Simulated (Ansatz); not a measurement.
# What NaVSe3 (model cell, started as cubic perovskite with V in the octahedra) distorts into, part 2 of 2

Which phase does NaVSe3 (model cell, started as cubic perovskite with V in the octahedra) fall into along its unstable mode, and how much energy does it gain?

Ansatz 0.2.0; DFT PBE, scalar-relativistic, plane waves, PAW.

So far, highest frequency on the path or at a solved wavevector (cm⁻¹): step 2 (the dispersion) 250. Also lowest frequency on the path (cm⁻¹): step 2 -146.

The structure was built from a prototype and need not be the compound's stable phase.

### 5. Energy along the mode, all amplitudes (two of the runs are shown above)

An imaginary frequency means negative curvature, so the energy should fall and then rise again as anharmonic terms take over.

This step gave:

* depth at the lowest point sampled: 1.399 meV/atom
* largest atomic shift at that point: 0.08 Å

Table of energy from the parent by largest atomic shift:

```csv
largest atomic shift (Å),energy from the parent (meV/atom)
0.0000,0
0.0400,-0.657
0.0800,-1.40
0.1400,2.91
0.2200,28.0
```

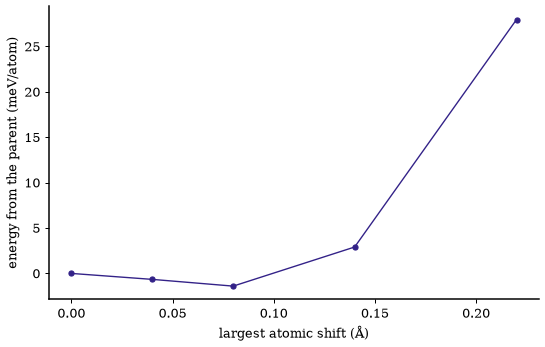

Energy from the parent against largest atomic shift.

Displacement at unit largest shift by atom:

```csv
atom,x (Å),y (Å),z (Å),size
Na1,0.00,0.00,0.00,0.00
Na2,0.00,0.00,0.00,0.00
V3,0.00,0.00,0.00,0.00
V4,0.00,0.00,0.00,0.00
Se5,0.00,0.00,-0.50,0.50
Se6,0.00,0.00,0.50,0.50
Se7,0.00,-1.00,0.00,1.00
Se8,0.00,1.00,0.00,1.00
Se9,-0.50,0.00,0.00,0.50
Se10,0.50,0.00,0.00,0.50
```

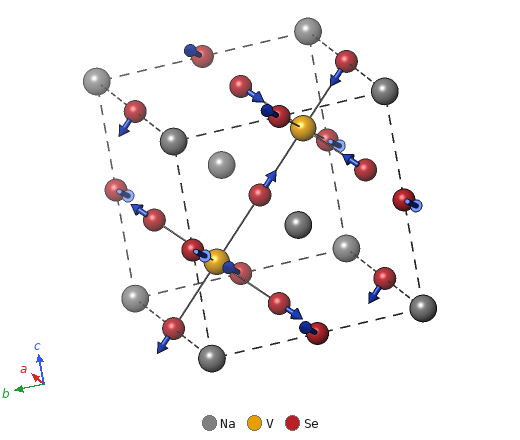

Displacement at unit largest shift as arrows, the longest 1 Å. Some periodic images of atoms are drawn too.

The lowest of the steps tried is at 0.08 Å, 1.40 meV/atom below the parent; the bottom of the well need not coincide with a step.

### 6. Relaxation from the frozen mode

Starting from the lowest point found, all atoms and the cell are let go, so that strain and other modes of the same symmetry can join in.

Input file input.yaml:

```yaml
crystal:
  lattice:
    - [4.8990130555, 4.8990130555, 0.0]
    - [4.8990130555, 0.0, 4.8990130555]
    - [4.8990130555, 0.0, -4.8990130555]
  atoms:
    - { symbol: Na, position: [0.0, 0.0, 1.0] }
    - { symbol: Na, position: [0.0, 0.5, 0.5] }
    - { symbol: V, position: [0.5, 0.25, 0.75] }
    - { symbol: V, position: [0.5, 0.75, 0.25] }
    - { symbol: Se, position: [0.5, 0.4959175451, 0.5040824549] }
    - { symbol: Se, position: [0.5, 0.0040824549, -0.0040824549] }
    - { symbol: Se, position: [-0.0163298197, 0.5081649099, 0.0081649099] }
    - { symbol: Se, position: [0.0163298197, -0.0081649099, 0.4918350901] }
    - { symbol: Se, position: [0.5, 0.4959175451, -0.0040824549] }
    - { symbol: Se, position: [0.5, 0.0040824549, 0.5040824549] }
kpoints:
  mp_grid: { grid: [6, 6, 6] }
hamiltonian:
  xc: pbe
scf:
  occupations: { method: methfessel_paxton, width: 0.15 }
output:
  forces: true
  stress: true
  eigenvalues: true
relax:
  adjacent_minimum: "off"
  f_tol: 0.002
  max_steps: 120
  cell: { stress_tol: 0.03 }
```

Started as:

```console
ansatz run input.yaml --threads 8 --pin off --max-ram 14336MiB --backend cpu --events-out ev --progress --plain --runs-dir out
```

Numbers of over 12 decimals in the logs are rounded to 6 here.

The program printed:

```text
[...]
Crystal: 10 atoms, lattice volume = 235.156 Å³
Basis set: ecut = 420 eV, 4645 PW (Γ), exchange–correlation on 96×96×96 points (8 copies of the dense FFT grid, shifted against one another)
Bands: 84, of which v1, the nominal top of the filled ones, is band 70 counted from 1 (69 counted from 0)
Symmetry: 16 space group operations
[...]
k-points: 30 of 216
[...]
SCF iter   1: F=—  HF=-41616.882338 eV  |F-HF|=—  |Δ(HF+E_count)|=         —  Δρ=4.61e-3  dr2=7.58e-2  ethr=1.77e-3  ⟨swp⟩=6.0  Hψ=8637  notcnv=0
[...]
SCF iter   8: F=-41616.880133 eV  HF=-41616.880133 eV  |F-HF|=1.13e-8  |Δ(HF+E_count)|=   2.04e-8  S|Δr|=    0.00e0  Δρ=2.13e-6  dr2=1.48e-8  ethr=7.14e-11  ⟨swp⟩=7.9  Hψ=8130  notcnv=0
SCF 1 converged in 8 iterations: F = -41616.880133 eV  dr2 = 1.48e-8
[...]
relax step   1: F+E_penalty+E_count = -41616.88013303 eV  Δ(F+E_penalty+E_count) = +0.000e0 eV  max|allowed force component| = 2.590e-2 eV/Å  Δτ_max = 0.0000 Å  P = +0.132 GPa  Ω = 235.156 Å³  (8 SCF iters, dr2 threshold 1.00e-7 eV, accepted)
Crystal: 10 atoms, lattice volume = 235.624 Å³
[...]
SCF iter   6: F=-41616.880481 eV  HF=-41616.880481 eV  |F-HF|=9.94e-9  |Δ(HF+E_count)|=   2.41e-9  S|Δr|=    0.00e0  Δρ=1.96e-6  dr2=1.14e-8  ethr=1.19e-10  ⟨swp⟩=3.0  Hψ=6312  notcnv=0
SCF 2 converged in 6 iterations: F = -41616.880481 eV  dr2 = 1.14e-8
relax step   2: F+E_penalty+E_count = -41616.88048062 eV  Δ(F+E_penalty+E_count) = -3.476e-4 eV  max|allowed force component| = 9.132e-3 eV/Å  Δτ_max = 0.0006 Å  P = +0.009 GPa  Ω = 235.624 Å³  energy of the carried Pulay correction = -4.578e-5 eV  (6 SCF iters, dr2 threshold 1.67e-7 eV, accepted)
Crystal: 10 atoms, lattice volume = 235.691 Å³
[...]
SCF iter   6: F=-41616.880564 eV  HF=-41616.880564 eV  |F-HF|=3.71e-10  |Δ(HF+E_count)|=  2.04e-10  S|Δr|=    0.00e0  Δρ=3.94e-7  dr2=5.77e-10  ethr=1.22e-11  ⟨swp⟩=3.0  Hψ=8625  notcnv=0
SCF 3 converged in 6 iterations: F = -41616.880564 eV  dr2 = 5.77e-10
[...]
relax step   3: F+E_penalty+E_count = -41616.88056448 eV  Δ(F+E_penalty+E_count) = -8.386e-5 eV  max|allowed force component| = 3.718e-3 eV/Å  Δτ_max = 0.0005 Å  P = -0.012 GPa  Ω = 235.691 Å³  energy of the carried Pulay correction = -5.232e-5 eV  (6 SCF iters, dr2 threshold 1.70e-8 eV, accepted)
[...]
relax step   4: F+E_penalty+E_count = -41616.87440730 eV  Δ(F+E_penalty+E_count) = +6.157e-3 eV  max|allowed force component| = 6.987e-2 eV/Å  Δτ_max = 0.0399 Å  P = -0.041 GPa  Ω = 234.964 Å³  energy of the carried Pulay correction = +1.880e-5 eV  (7 SCF iters, dr2 threshold 8.64e-10 eV, rejected (line search))
[...]
relax step   5: F+E_penalty+E_count = -41616.88057354 eV  Δ(F+E_penalty+E_count) = -9.060e-6 eV  max|allowed force component| = 9.707e-3 eV/Å  Δτ_max = 0.0016 Å  P = +0.001 GPa  Ω = 235.604 Å³  energy of the carried Pulay correction = -4.386e-5 eV  (10 SCF iters, accepted)
[...]
relax step   6: F+E_penalty+E_count = -41616.88058223 eV  Δ(F+E_penalty+E_count) = -8.684e-6 eV  max|allowed force component| = 1.875e-4 eV/Å  Δτ_max = 0.0009 Å  P = -0.000 GPa  Ω = 235.625 Å³  energy of the carried Pulay correction = -4.588e-5 eV  (5 SCF iters, dr2 threshold 5.89e-9 eV, accepted)
[...]
SCF iter   7: F=-41616.880641 eV  HF=-41616.880641 eV  |F-HF|=0.00e0  |Δ(HF+E_count)|=  7.28e-12  S|Δr|=    0.00e0  Δρ=3.02e-8  dr2=2.95e-12  ethr=1.00e-12  ⟨swp⟩=4.0  Hψ=7268  notcnv=0
SCF 7 converged in 7 iterations: F = -41616.880641 eV  dr2 = 2.95e-12
relax step   7: F+E_penalty+E_count = -41616.88064148 eV  Δ(F+E_penalty+E_count) = -5.926e-5 eV  max|allowed force component| = 2.013e-4 eV/Å  Δτ_max = 0.0000 Å  P = -0.000 GPa  Ω = 235.625 Å³  stress off target by 6.24e-4 GPa  SCF on the basis re-selected at this cell (its energy is not comparable with the rows above)  (7 SCF iters)
basis re-selected at this cell: Δ(F+E_penalty+E_count) = -5.926e-5 eV, ΔP = -0.000 GPa vs the last step (what re-selecting the basis moved, of the pressure what is left beyond the Pulay correction that the steps carried, after the strain that the cell walked since its last selection, with what the two solves' SCF thresholds leave and, on support functions, any second-order correction that the steps lacked; it is no m [...]
SCF converged after 7 iterations
[...]
Free energy (F): -41616.880641 eV
[...]
Internal energy: -41616.889270 eV  (E = F + TS)
E sigma→0 (E₀):  -41616.882799 eV
Entropy (-TS):   0.008628 eV (0.863 meV/atom)
Fermi energy:    7.533549 eV
[...]
--- Forces (eV/Å), atoms counted from 1 ---
  atom   1  Na    -0.00000000    -0.00000000     0.00000000
  atom   2  Na     0.00000000     0.00000000    -0.00000000
  atom   3  V      0.00000000     0.00000000     0.00000000
  atom   4  V      0.00000000    -0.00000000     0.00000000
  atom   5  Se    -0.00000000    -0.00000000    -0.00015306
  atom   6  Se     0.00000000     0.00000000     0.00015306
  atom   7  Se     0.00000000    -0.00020134     0.00000000
  atom   8  Se    -0.00000000     0.00020134     0.00000000
  atom   9  Se    -0.00015306     0.00000000     0.00000000
  atom  10  Se     0.00015306    -0.00000000     0.00000000
  max |Σ_I F_I| component: 9.76e-19 eV/Å
--- Stress (GPa, compression-positive) ---
       -0.000624      -0.000000      -0.000000
       -0.000000       0.000577       0.000000
       -0.000000       0.000000      -0.000624
  P = ⅓ Tr σ = -0.0002 GPa (-0.002 kbar)
--- Band table (eV; the first three rows and the last of 30) ---
  k-point 0: bands = [... 66 lower, 6.6609, 7.2771, 7.2848, 7.2848, 7.7122, 7.7355, 8.0544, 8.0737, ... 10 higher]
  k-point 1: bands = [... 66 lower, 6.8411, 7.1482, 7.1672, 7.2704, 7.8129, 7.8416, 7.9359, 8.0874, ... 10 higher]
  k-point 2: bands = [... 66 lower, 6.7709, 7.1360, 7.2157, 7.4633, 7.4805, 7.5995, 7.6958, 7.8871, ... 10 higher]
  k-point 29: bands = [... 66 lower, 5.8792, 6.6850, 7.0317, 7.0317, 7.7518, 8.0161, 8.0935, 8.2361, ... 10 higher]
--- Relaxed structure (6 steps of the walk, 5 accepted, 1 SCFs on fresh bases) ---
  F+E_penalty+E_count = -41616.88064148 eV   max|allowed force component| = 2.013e-4 eV/Å   (the final SCF, on the basis selected at the relaxed cell)
  cell:  # Å, volume = 235.6252 Å³
    - [4.897815, 4.911193, 0]
    - [4.897815, 0, 4.897815]
    - [4.897815, 0, -4.897815]
  atoms:
    - { symbol: Na, position: [0, 0.0, 1.000000] }
    - { symbol: Na, position: [0, 0.500000, 0.500000] }
    - { symbol: V, position: [0.500000, 0.250000, 0.75] }
    - { symbol: V, position: [0.500000, 0.75, 0.250000] }
    - { symbol: Se, position: [0.500000, 0.496015, 0.503985] }
    - { symbol: Se, position: [0.500000, 0.00398502, -0.00398502] }
    - { symbol: Se, position: [-0.015977, 0.507988, 0.00798845] }
    - { symbol: Se, position: [0.015977, -0.00798845, 0.492012] }
    - { symbol: Se, position: [0.500000, 0.496015, -0.00398502] }
    - { symbol: Se, position: [0.500000, 0.00398502, 0.503985] }
```

Wall time 98 s (8 threads of Arm Neoverse N1, shared host); peak memory 1.4 GiB.

Step by step:

```csv
step,energy less that of the first step (eV),largest force component (eV/Å),pressure (GPa),volume (Å³)
1,0.0000,0.0259,0.13,235.16
2,-0.0003,0.0091,0.01,235.62
3,-0.0004,0.0037,-0.01,235.69
4,0.0057,0.0699,-0.04,234.96
5,-0.0004,0.0097,0.00,235.60
6,-0.0004,0.0002,0.00,235.63
7*,-0.0005,0.0002,0.00,235.63
```

Relaxation steps marked * repeat the geometry before them on a plane-wave basis chosen anew for their cell, so energy and pressure can jump there. Relaxation step 4 was tried and not accepted.

The run keeps the 16 symmetry operations that it works with, so distortions that break them were not tested.

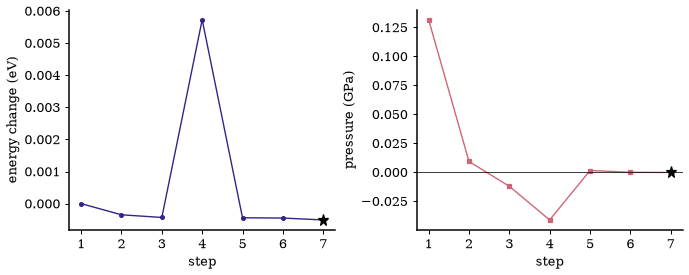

Energy and pressure along the relaxation. Stars mark steps on a basis chosen anew.

```csv
"conventional cell, symmetrised",before,after,change
a (Å),6.928,6.927,-0.0 %
b (Å),6.928,6.927,-0.0 %
c (Å),9.798,9.822,+0.2 %
volume (Å³/atom),23.52,23.56,+0.2 %
```

The relaxed structure:

```cif
data_structure
_symmetry_space_group_name_H-M 'P 1'
_symmetry_Int_Tables_number 1
_cell_length_a 6.9360
_cell_length_b 6.9266
_cell_length_c 6.9266
_cell_angle_alpha 90.000
_cell_angle_beta 60.045
_cell_angle_gamma 60.045
_cell_volume 235.63
loop_
_atom_site_label
_atom_site_type_symbol
_atom_site_fract_x
_atom_site_fract_y
_atom_site_fract_z
_atom_site_occupancy
Na1 Na 0.00000 0.00000 0.00000 1
Na2 Na 0.00000 0.50000 0.50000 1
V3 V 0.50000 0.25000 0.75000 1
V4 V 0.50000 0.75000 0.25000 1
Se5 Se 0.50000 0.49601 0.50399 1
Se6 Se 0.50000 0.00399 0.99601 1
Se7 Se 0.98402 0.50799 0.00799 1
Se8 Se 0.01598 0.99201 0.49201 1
Se9 Se 0.50000 0.49601 0.99601 1
Se10 Se 0.50000 0.00399 0.50399 1
```

This step gave:

```
pressure        : -2.23e-4 GPa
volume per atom : 23.56 Å³
```

The distorted start has space group I4/mmm; the relaxation ends in I4/mmm.

### 7. Modes of the new phase

A relaxed structure may still be a saddle point, so its zone-centre modes are computed. No field response is asked, since the mesh shows no gap.

Input file input.yaml:

```yaml
crystal:
  lattice:
    - [4.8978146401, 4.9111926978, 0.0]
    - [4.8978146401, 0.0, 4.8978146401]
    - [4.8978146401, 0.0, -4.8978146401]
  atoms:
    - { symbol: Na, position: [0.0, 0.0, 1.0] }
    - { symbol: Na, position: [0.0, 0.5, 0.5] }
    - { symbol: V, position: [0.5, 0.25, 0.75] }
    - { symbol: V, position: [0.5, 0.75, 0.25] }
    - { symbol: Se, position: [0.5, 0.4960149836, 0.5039850164] }
    - { symbol: Se, position: [0.5, 0.0039850164, -0.0039850164] }
    - { symbol: Se, position: [-0.0159769011, 0.5079884506, 0.0079884506] }
    - { symbol: Se, position: [0.0159769011, -0.0079884506, 0.4920115494] }
    - { symbol: Se, position: [0.5, 0.4960149836, -0.0039850164] }
    - { symbol: Se, position: [0.5, 0.0039850164, 0.5039850164] }
kpoints:
  mp_grid: { grid: [6, 6, 6] }
hamiltonian:
  xc: pbe
scf:
  occupations: { method: methfessel_paxton, width: 0.15 }
output:
  eigenvalues: true
phonons:
  method: dfpt
```

The program printed:

```text
[...]
Crystal: 10 atoms, lattice volume = 235.625 Å³
Basis set: ecut = 420 eV, 4645 PW (Γ), exchange–correlation on 96×96×96 points (8 copies of the dense FFT grid, shifted against one another)
Bands: 84, of which v1, the nominal top of the filled ones, is band 70 counted from 1 (69 counted from 0)
Symmetry: 16 space group operations
k-points: 112 of 216 (irreducible under 1 space group operation, time reversal used)
[...]
SCF iter   1: F=—  HF=-41616.883018 eV  |F-HF|=—  |Δ(HF+E_count)|=         —  Δρ=4.63e-3  dr2=7.70e-2  ethr=1.77e-3  ⟨swp⟩=6.0  Hψ=32330  notcnv=0
[...]
SCF iter  11: F=-41616.880641 eV  HF=-41616.880641 eV  |F-HF|=1.46e-11  |Δ(HF+E_count)|=  7.28e-12  S|Δr|=    0.00e0  Δρ=4.11e-8  dr2=6.16e-12  ethr=1.00e-12  ⟨swp⟩=8.3  Hψ=41858  notcnv=0
SCF 1 converged in 11 iterations: F = -41616.880641 eV  dr2 = 6.16e-12
[...]
DFPT response loops at Γ: preconditioner auto → Kerker (q_TF=auto, 2.502 Å⁻¹) (partly filled bands, converged f_vac=0.121); β = 1.00, the filter's whole step (`scf.mixing.beta` (0.50) is not read by the response loops under this deck's `scf.mixing.preconditioner`; to damp them name `kerker` or `kerker_dos`, under which they read `scf.mixing.beta`, and type it under 1.00, their step now; both keys bind the ground state too); Broyden in place of MSR1
SCF converged after 11 iterations
[...]
Free energy (F): -41616.880641 eV
[...]
Internal energy: -41616.889270 eV  (E = F + TS)
E sigma→0 (E₀):  -41616.882799 eV
Entropy (-TS):   0.008628 eV (0.863 meV/atom)
Fermi energy:    7.533550 eV
[...]
--- Band table (eV; the first three rows and the last of 112) ---
  k-point 0: bands = [... 66 lower, 6.6609, 7.2771, 7.2848, 7.2848, 7.7122, 7.7355, 8.0544, 8.0737, ... 10 higher]
  k-point 1: bands = [... 66 lower, 6.8411, 7.1482, 7.1672, 7.2704, 7.8129, 7.8416, 7.9359, 8.0874, ... 10 higher]
  k-point 2: bands = [... 66 lower, 6.7709, 7.1360, 7.2157, 7.4633, 7.4805, 7.5995, 7.6958, 7.8871, ... 10 higher]
  k-point 111: bands = [... 66 lower, 5.8848, 6.6388, 7.0164, 7.0199, 7.7332, 8.0343, 8.0843, 8.2723, ... 10 higher]
--- Phonons (Γ-DFPT): 11 representative perturbations + reference, on 112 of 216 k-points (Σ response iterations 44) ---
  k mesh reduced under 1 symmetry operation, with k and −k counted as one. Each operation leaves every solved perturbation unchanged. A smaller set is not used because it would not reduce the number of displacements times k-points to solve
  ASR residual: 3.992e-5 → 0.000e0 eV/Å²; symmetrization residual: 1.963e-5 eV/Å²
  ASR residual per site (eV/Å²): 1.48e-5 1.48e-5 9.28e-6 3.99e-5 1.45e-5 1.45e-5 3.73e-6 3.73e-6 1.45e-5 1.45e-5
  Γ frequencies (cm⁻¹): -123.07 -123.07 -115.59 -55.46 -53.79 -53.79 -29.74 0.00 0.00 0.00 31.57 31.57 31.83 33.84 34.37 34.37 37.15 38.81 38.81 112.91 119.87 119.87 125.21 125.21 125.91 126.96 207.29 207.29 222.13 252.64
  non-analytic LO–TO correction: not included (Born effective charges unavailable; polar crystals: no LO–TO splitting at Γ)
```

It took 22 min on 8 threads; peak memory 6.6 GiB.

This step gave:

| Quantity | Value |
| --- | --- |
| sum-rule residual before enforcement | 3.99e-5 eV/Å² |
| point group | 4/mmm |
| highest optical mode at the zone centre (no LO-TO term) | 252.6 cm⁻¹ |
| lowest optical zone-centre mode | -123.1 cm⁻¹ |

Patterns of degenerate modes are one choice out of their space. Modes at Γ, with each element's share of the kinetic energy (negative means imaginary):

```csv
mode,frequency (cm⁻¹),symmetry,Na %,V %,Se %
1,-123.1,Eu,0,73,27
2,-123.1,Eu,0,73,27
3,-115.6,A2u,0,75,25
4,-55.5,A2g,0,0,100
5,-53.8,Eg,0,0,100
6,-53.8,Eg,0,0,100
7,-29.7,B2g,0,0,100
8,0.0,acoustic,7,16,76
9,0.0,acoustic,7,16,76
10,0.0,acoustic,7,16,76
11,31.6,Eu,26,1,72
12,31.6,Eu,26,1,72
13,31.8,A2u,92,1,7
14,33.8,B1u,0,0,100
15,34.4,Eu,66,0,34
16,34.4,Eu,66,0,34
17,37.1,B1g,98,0,2
18,38.8,Eg,98,0,2
19,38.8,Eg,98,0,2
20,112.9,A2u,0,74,26
21,119.9,Eu,0,91,9
22,119.9,Eu,0,91,9
23,125.2,Eg,2,0,98
24,125.2,Eg,2,0,98
25,125.9,A1g,0,0,100
26,127.0,B1g,2,0,98
27,207.3,Eu,0,18,82
28,207.3,Eu,0,18,82
29,222.1,A2u,0,34,66
30,252.6,A1g,0,0,100
```

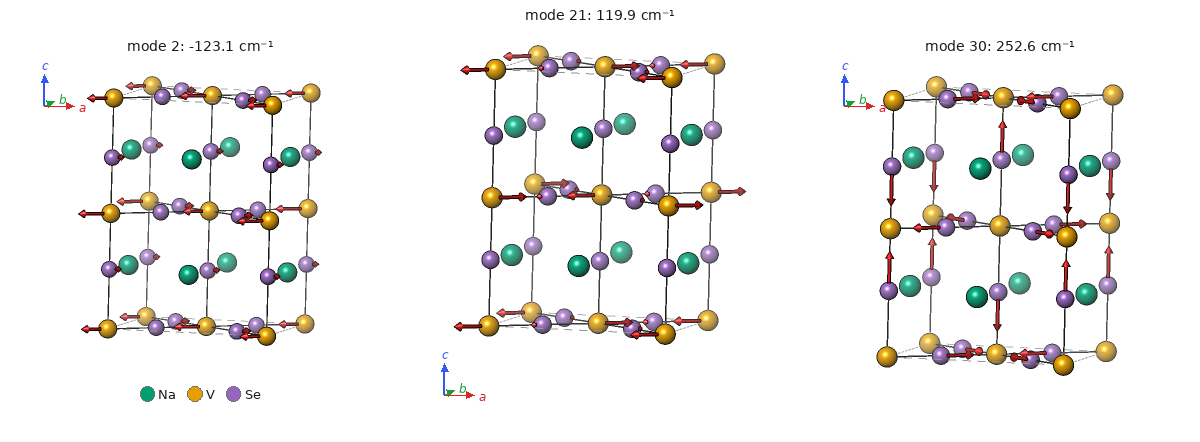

Displacement patterns of modes 2, 21 and 30 at Γ; arrows are exaggerated. Some periodic images of atoms are drawn too.

Before it was imposed, the acoustic sum rule was missed by 4.0e-5 eV/Å². Small misses are needed for a sound result but don't prove that mesh and cutoff are converged. The lowest optical mode is imaginary, 123.1i cm⁻¹, so the energy falls along it.

### 8. Outcome

| Property | Result |
| --- | --- |
| unstable mode of the parent | q = (-0.5, -0.5, -0.5), 146i cm⁻¹ |
| depth at the lowest point sampled | 1.40 meV/atom |
| largest atomic shift at that point | 0.08 Å |
| space group reached (within 0.01 Å) | I4/mmm |
| energy gained over the parent (first relaxation, on the mesh of the frozen mode) | 1.45 meV/atom |
| volume per atom, phase reached | 23.6 Å³ |
| lowest optical zone-centre mode, phase reached | -123 cm⁻¹ |
| highest optical mode at the zone centre (no LO-TO term), phase reached | 253 cm⁻¹ |

What this shows: Along this mode the structure falls into I4/mmm, 1.45 meV/atom below the parent. At the parent's cell the well is 1.399 meV/atom deep on the steps tried, with its lowest point at a shift of 0.08 Å. Relaxing atoms and cell changes the gain by +0.05 meV/atom against the lowest step (energies at zero smearing). The new phase still has an imaginary mode at the zone centre of its cell, so it is a saddle point on the way to a lower structure. Of the 8 patterns followed to their end from this parent, this one ends 148 meV/atom above the lowest, Amm2. Another end point lies within 1 meV/atom; how such a difference moves with mesh and cutoff was not tested. Each path keeps the symmetry of its pattern, so a lower phase may lie along a pattern not tried. With no gap, or one that is small against the smearing, the frequencies hang on the k mesh and the smearing, most of all near Kohn anomalies. The phonon runs are without spin polarisation, although V often carries a moment. A phonon run warned that its eigensolver left some bands unconverged in a pass. The starting cell was built on a prototype and not taken from a measurement, so the phase need not exist.

[Logs are printed without paths, hosts, clocks, repeated set-up lines and the standing remarks that a program may print on its own settings, such as how far it seeks lower states.]

[Hosts, paths, dates, database ids (printed as entryN), source tags and the programs' standing remarks are cut or masked in the printed files.]
